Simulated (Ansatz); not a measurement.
**Run report: CH₄FNOSi, geometry relaxation (part 2 of 2)**

The same run, continued: CH₄FNOSi, SMILES FC1N[SiH2]O1; RKS PBE-D4/def2-SVP (Ansatz 0.2.0). The geometry: force-field start.

Geometry of the input (Å):
```
F  -0.5605  1.7835  0.6023
C  0.0907  1.0499  -0.2611
N  0.8213  -0.0075  0.4063
Si -0.4038  -1.0206  0.2392
O  -0.7234  0.0657  -0.9813
H  0.6906  1.6651  -0.9632
H  1.5917  -0.3706  -0.1988
H  0.0078  -2.3282  -0.2654
H  -1.4258  -0.8836  1.4049
```

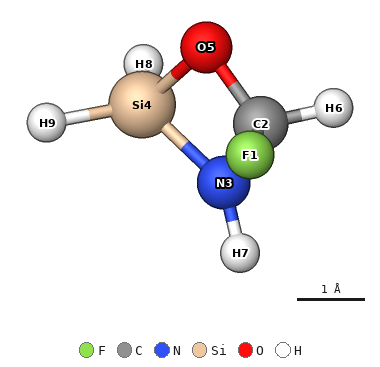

**Figure 1.** The geometry at step 16 of the log (ball-and-stick view, seen at a tilt; atoms are numbered from 1 in the order of the input).

Trajectory as extended XYZ, continued:
```
9
Properties=species:S:1:pos:R:3:forces:R:3 step=6 energy=-15214.47093
F    -0.1900    2.2071    0.2679    0.0901  -0.3456  -0.1223
C     0.0957    0.9993   -0.3500    0.1043   0.1903  -0.0489
N     0.8195    0.0776    0.4894   -0.2815  -0.4613   0.1499
Si   -0.4874   -1.0846    0.2358    0.0617   0.2640   0.0322
O    -1.1179    0.2904   -0.5898    0.3574   0.0134   0.1711
H     0.6393    1.2449   -1.2894   -0.1189   0.2079  -0.1823
H     1.8431    0.0029    0.4652   -0.2739   0.1740  -0.0278
H    -0.1958   -2.2611   -0.6535    0.0037   0.0015   0.0250
H    -1.3179   -1.5228    1.4073    0.0571  -0.0442   0.0032
9
Properties=species:S:1:pos:R:3:forces:R:3 step=8 energy=-15214.41002 accepted=F
F    -0.1505    2.1842    0.2748    0.0008   0.0345   0.0408
C     0.1156    0.9923   -0.3610   -0.0097   0.0447  -0.0276
N     0.8170    0.0522    0.4804   -3.0715   0.1422  -0.2949
Si   -0.4911   -1.0817    0.2339   -0.0027  -0.0349  -0.0095
O    -1.0980    0.2963   -0.5990   -0.0183  -0.1147   0.0680
H     0.6201    1.2713   -1.3200    0.0414  -0.0431   0.0545
H     1.7783    0.0435    0.5058    3.0831  -0.0685   0.1856
H    -0.2147   -2.2635   -0.6529   -0.0216   0.0067  -0.0094
H    -1.2881   -1.5409    1.4208   -0.0014   0.0330  -0.0075
9
Properties=species:S:1:pos:R:3:forces:R:3 step=9 energy=-15214.49371
F    -0.1692    2.1907    0.2713    0.0605  -0.0525   0.0084
C     0.1075    0.9959   -0.3586   -0.0645   0.0016  -0.0068
N     0.8102    0.0563    0.4794    0.0735   0.0453  -0.0121
Si   -0.4944   -1.0841    0.2355   -0.0139   0.0253  -0.0356
O    -1.1073    0.2941   -0.5912    0.0451  -0.0359   0.0121
H     0.6229    1.2653   -1.3115   -0.0065   0.0309  -0.0303
H     1.8312    0.0283    0.4961   -0.0778   0.0144   0.0516
H    -0.2045   -2.2612   -0.6525   -0.0323  -0.0157   0.0063
H    -1.3077   -1.5316    1.4145    0.0159  -0.0133   0.0063
9
Properties=species:S:1:pos:R:3:forces:R:3 step=10 energy=-15214.49396
F    -0.1462    2.1812    0.2779   -0.1294   0.0582   0.1079
C     0.1010    0.9929   -0.3654    0.4973   0.0602  -0.4894
N     0.8128    0.0453    0.4546   -0.1156  -0.0374  -0.0391
Si   -0.4907   -1.0927    0.2222   -0.0007   0.0156   0.0809
O    -1.1027    0.2868   -0.6033   -0.0997   0.0102   0.0386
H     0.6146    1.2809   -1.3317   -0.1953  -0.1143   0.3028
H     1.8235    0.0670    0.5690    0.0584   0.0238   0.0174
H    -0.2547   -2.2786   -0.6695    0.0039   0.0104  -0.0092
H    -1.2691   -1.5291    1.4292   -0.0189  -0.0265  -0.0099
9
Properties=species:S:1:pos:R:3:forces:R:3 step=11 energy=-15214.49869
F    -0.1491    2.1814    0.2752   -0.0239   0.0595   0.0248
C     0.1084    0.9936   -0.3700    0.0890  -0.0090  -0.0729
N     0.8135    0.0493    0.4586    0.0210  -0.0213  -0.0562
Si   -0.4906   -1.0883    0.2276   -0.0420  -0.0203   0.0336
O    -1.1038    0.2910   -0.5957   -0.0246  -0.0083  -0.0275
H     0.6116    1.2732   -1.3318   -0.0452  -0.0233   0.0818
H     1.8268    0.0650    0.5626    0.0064   0.0071   0.0193
H    -0.2501   -2.2715   -0.6669    0.0154   0.0072  -0.0112
H    -1.2782   -1.5401    1.4233    0.0038   0.0086   0.0082
9
Properties=species:S:1:pos:R:3:forces:R:3 step=12 energy=-15214.49944
F    -0.1497    2.1701    0.2874   -0.0159   0.0874   0.0650
C     0.1094    0.9920   -0.3736    0.0919  -0.0326  -0.1081
N     0.8246    0.0377    0.4316   -0.2717  -0.0310  -0.0340
Si   -0.4891   -1.0892    0.2251   -0.0433  -0.0392  -0.0002
O    -1.1020    0.2885   -0.6022    0.0098  -0.0285  -0.0016
H     0.6048    1.2845   -1.3328   -0.0230   0.0084   0.0186
H     1.8251    0.0754    0.5843    0.2433   0.0296   0.0389
H    -0.2574   -2.2795   -0.6629    0.0027   0.0098   0.0005
H    -1.2769   -1.5258    1.4260    0.0062  -0.0039   0.0208
9
Properties=species:S:1:pos:R:3:forces:R:3 step=13 energy=-15214.50120
F    -0.1482    2.1597    0.2985   -0.0044   0.0789   0.0611
C     0.1119    0.9906   -0.3803    0.0404  -0.0789  -0.0469
N     0.8308    0.0261    0.4077   -0.0536   0.0155   0.0045
Si   -0.4912   -1.0913    0.2226   -0.0136  -0.0409  -0.0244
O    -1.0980    0.2851   -0.6119   -0.0148  -0.0186  -0.0046
H     0.5977    1.2971   -1.3375    0.0110   0.0243  -0.0243
H     1.8245    0.0880    0.6130    0.0501   0.0211   0.0094
H    -0.2700   -2.2850   -0.6640   -0.0153   0.0055   0.0168
H    -1.2688   -1.5166    1.4349    0.0002  -0.0069   0.0084
9
Properties=species:S:1:pos:R:3:forces:R:3 step=14 energy=-15214.50122
F    -0.1500    2.1563    0.3016   -0.0078   0.0921   0.0680
C     0.1123    0.9904   -0.3816    0.0267  -0.0921  -0.0263
N     0.8326    0.0244    0.4028   -0.0868   0.0024  -0.0012
Si   -0.4910   -1.0916    0.2216   -0.0092  -0.0427  -0.0119
O    -1.0971    0.2832   -0.6145   -0.0012   0.0043  -0.0196
H     0.5984    1.3024   -1.3363    0.0077   0.0183  -0.0453
H     1.8238    0.0890    0.6150    0.0844   0.0270   0.0162
H    -0.2723   -2.2878   -0.6614   -0.0130  -0.0006   0.0103
H    -1.2680   -1.5126    1.4357   -0.0007  -0.0087   0.0098
9
Properties=species:S:1:pos:R:3:forces:R:3 step=15 energy=-15214.50145
F    -0.1461    2.1524    0.3069   -0.0131   0.0584   0.0412
C     0.1139    0.9878   -0.3836    0.0007  -0.0290  -0.0223
N     0.8345    0.0208    0.3958   -0.1493  -0.0067  -0.0306
Si   -0.4909   -1.0935    0.2201   -0.0141  -0.0234  -0.0064
O    -1.0952    0.2817   -0.6188   -0.0021  -0.0089  -0.0097
H     0.5977    1.3058   -1.3377    0.0072   0.0145  -0.0385
H     1.8188    0.1014    0.6233    0.1798   0.0058   0.0537
H    -0.2786   -2.2920   -0.6602   -0.0082  -0.0042   0.0028
H    -1.2655   -1.5106    1.4372   -0.0009  -0.0064   0.0096
9
Properties=species:S:1:pos:R:3:forces:R:3 step=16 energy=-15214.41251 accepted=F
F    -0.1345    2.0758    0.3910    0.0456  -0.2839  -0.1739
C     0.1313    0.9710   -0.4251   -0.3783   0.1198   0.1085
N     0.8814   -0.0449    0.2457    2.4472   0.7714   1.1853
Si   -0.4900   -1.1118    0.1951   -0.1322  -0.0376   0.0962
O    -1.0664    0.2492   -0.6887   -0.0257   0.1956  -0.1074
H     0.5752    1.4057   -1.3555   -0.0549  -0.1089   0.0427
H     1.7881    0.2113    0.7815   -1.9573  -0.7123  -1.0759
H    -0.3802   -2.3570   -0.6368    0.0232   0.0320   0.0085
H    -1.2163   -1.4456    1.4755    0.0323   0.0240  -0.0841
9
Properties=species:S:1:pos:R:3:forces:R:3 step=17 energy=-15214.50216
F    -0.1478    2.1513    0.3109   -0.0064   0.0209   0.0119
C     0.1142    0.9893   -0.3863    0.0175  -0.0345   0.0000
N     0.8365    0.0197    0.3905    0.0371   0.0051  -0.0047
Si   -0.4906   -1.0939    0.2188   -0.0085  -0.0216   0.0007
O    -1.0930    0.2804   -0.6233   -0.0006   0.0082  -0.0081
H     0.5963    1.3135   -1.3407   -0.0070  -0.0008   0.0016
H     1.8224    0.1017    0.6317   -0.0348   0.0053  -0.0038
H    -0.2874   -2.2972   -0.6575    0.0026   0.0085  -0.0039
H    -1.2619   -1.5110    1.4388    0.0000   0.0088   0.0063
9
Properties=species:S:1:pos:R:3:forces:R:3 step=18 energy=-15214.50304
F    -0.1421    2.1313    0.3304    0.0034   0.0107   0.0278
C     0.1181    0.9838   -0.3947   -0.0242   0.0440  -0.0546
N     0.8538    0.0026    0.3486   -0.1062  -0.0604  -0.0159
Si   -0.4880   -1.0970    0.2129   -0.0097  -0.0093   0.0086
O    -1.0882    0.2750   -0.6351    0.0245  -0.0045  -0.0085
H     0.5850    1.3325   -1.3474    0.0005   0.0034  -0.0092
H     1.8060    0.1251    0.6763    0.1136   0.0257   0.0401
H    -0.3062   -2.3088   -0.6545   -0.0010  -0.0027  -0.0021
H    -1.2498   -1.4908    1.4464   -0.0010  -0.0068   0.0138
9
Properties=species:S:1:pos:R:3:forces:R:3 step=20 energy=-15214.50351
F    -0.1530    2.1026    0.3600   -0.0123   0.0303   0.0152
C     0.1209    0.9825   -0.4034    0.0052  -0.0741  -0.0295
N     0.8688   -0.0126    0.3133   -0.0216   0.0234  -0.0206
Si   -0.4883   -1.0966    0.2124    0.0342  -0.0446  -0.0645
O    -1.0734    0.2624   -0.6672   -0.0223   0.0595   0.0481
H     0.5827    1.3666   -1.3442    0.0064  -0.0028  -0.0114
H     1.8001    0.1363    0.6924    0.0221   0.0114   0.0445
H    -0.3242   -2.3221   -0.6382   -0.0080  -0.0172   0.0097
H    -1.2451   -1.4653    1.4576   -0.0036   0.0139   0.0086
9
Properties=species:S:1:pos:R:3:forces:R:3 step=21 energy=-15214.50394
F    -0.1449    2.0869    0.3758    0.0070  -0.0448  -0.0425
C     0.1249    0.9773   -0.4125   -0.0801   0.0081   0.0225
N     0.8800   -0.0260    0.2831    0.3810   0.1189   0.1135
Si   -0.4865   -1.1011    0.2048    0.0011  -0.0158  -0.0076
O    -1.0702    0.2585   -0.6767    0.0050   0.0544   0.0118
H     0.5767    1.3820   -1.3506   -0.0100  -0.0264   0.0148
H     1.7829    0.1627    0.7309   -0.3037  -0.0974  -0.1052
H    -0.3437   -2.3354   -0.6365   -0.0018  -0.0039   0.0060
H    -1.2307   -1.4511    1.4646    0.0015   0.0069  -0.0133
9
Properties=species:S:1:pos:R:3:forces:R:3 step=22 energy=-15214.50243 accepted=F
F    -0.1445    2.0496    0.4075    0.0753  -0.1890   0.0724
C     0.1265    0.9694   -0.4270    0.1970   0.3043  -0.2275
N     0.9362   -0.0547    0.1900   -0.1940  -0.0276   0.1469
Si   -0.4700   -1.1004    0.1952    0.0195  -0.0092  -0.0360
O    -1.0558    0.2528   -0.6968   -0.0826  -0.0605   0.0089
H     0.5603    1.4265   -1.3515   -0.0766  -0.0756   0.0278
H     1.7137    0.1757    0.8074    0.0289   0.0576   0.0055
H    -0.3823   -2.3549   -0.6166    0.0225  -0.0273  -0.0365
H    -1.1955   -1.4102    1.4747    0.0100   0.0272   0.0385
9
Properties=species:S:1:pos:R:3:forces:R:3 step=23 energy=-15214.50620
F    -0.1387    2.0902    0.3705    0.0147  -0.0118   0.0029
C     0.1245    0.9778   -0.4119   -0.0503   0.0224  -0.0186
N     0.8841   -0.0254    0.2807    0.1018   0.0263   0.0178
Si   -0.4834   -1.1000    0.2033   -0.0151  -0.0242   0.0125
O    -1.0740    0.2631   -0.6673    0.0215   0.0101  -0.0035
H     0.5713    1.3745   -1.3552    0.0020  -0.0054   0.0050
H     1.7742    0.1605    0.7419   -0.0770  -0.0214  -0.0191
H    -0.3433   -2.3328   -0.6413    0.0018   0.0040   0.0014
H    -1.2260   -1.4542    1.4620    0.0007  -0.0001   0.0016
9
Properties=species:S:1:pos:R:3:forces:R:3 step=24 energy=-15214.50828
F    -0.1285    2.0659    0.3933    0.0023  -0.0304  -0.0004
C     0.1273    0.9742   -0.4222   -0.0178   0.0057  -0.0037
N     0.9067   -0.0417    0.2372    0.0065   0.0326  -0.0174
Si   -0.4783   -1.1011    0.1977   -0.0156  -0.0110   0.0069
O    -1.0681    0.2582   -0.6813    0.0265   0.0174   0.0036
H     0.5599    1.3972   -1.3603   -0.0003  -0.0132   0.0018
H     1.7389    0.1769    0.7825   -0.0053  -0.0035   0.0094
H    -0.3604   -2.3437   -0.6344   -0.0020   0.0021   0.0004
H    -1.2089   -1.4321    1.4705    0.0056   0.0003  -0.0006
9
Properties=species:S:1:pos:R:3:forces:R:3 step=25 energy=-15214.50865
F    -0.1284    2.0566    0.4003    0.0024  -0.0006  -0.0040
C     0.1281    0.9733   -0.4254    0.0015   0.0006   0.0009
N     0.9122   -0.0446    0.2260    0.0289   0.0028   0.0085
Si   -0.4773   -1.1006    0.1959    0.0015  -0.0063   0.0034
O    -1.0651    0.2572   -0.6872   -0.0058   0.0028  -0.0026
H     0.5590    1.4021   -1.3614   -0.0056   0.0033   0.0015
H     1.7285    0.1813    0.7934   -0.0207  -0.0044  -0.0059
H    -0.3680   -2.3456   -0.6330   -0.0009  -0.0007  -0.0016
H    -1.2005   -1.4259    1.4743   -0.0013   0.0025  -0.0003
```

Summary:

```csv
quantity,value
outcome,converged
total energy,−15214.5087 eV
mean-field energy,−15214.3316 eV
dispersion energy,−0.1771 eV
SCF solution under orbital rotations,stable
largest force (length of the vector) at the end,0.030 eV/Å
dipole moment,2.50 D
hardware,"2 threads of Arm Neoverse N1, 23 GiB of memory available, shared host"
wall time,86 s (CPU time 2.7 min)
peak memory,0.17 GiB
```
